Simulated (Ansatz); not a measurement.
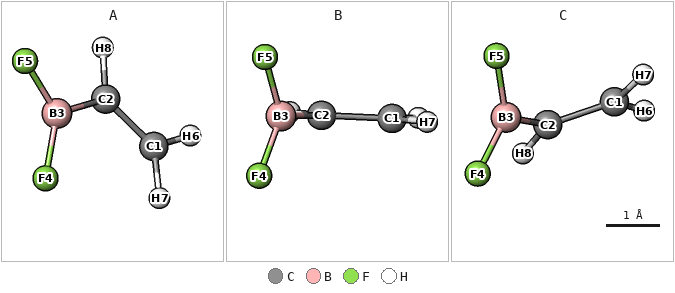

3 geometries from a converged minimum-energy path of C2H3BF2, shuffled. The picture is a ball-and-stick view, seen from a free direction.

All numbers below come from RKS PBE-D4/def2-SVP in Ansatz 0.2.0. Set-up: 9 movable images; climbing image; force threshold 0.03 eV/Å; iteration limit 60; starting path through a guess of the saddle point.

Which frame is the top of the path?

Answer. B. In order along the path, whose images run from 0 to 10: C (image 3, +13.9 kJ/mol), B (image 5, +22.5 kJ/mol), A (image 9, +1.9 kJ/mol). No bond forms or breaks between the ends. Bond angles that change up to the highest image, for instance: C1–C2–B3 121.8° → 124.7°.
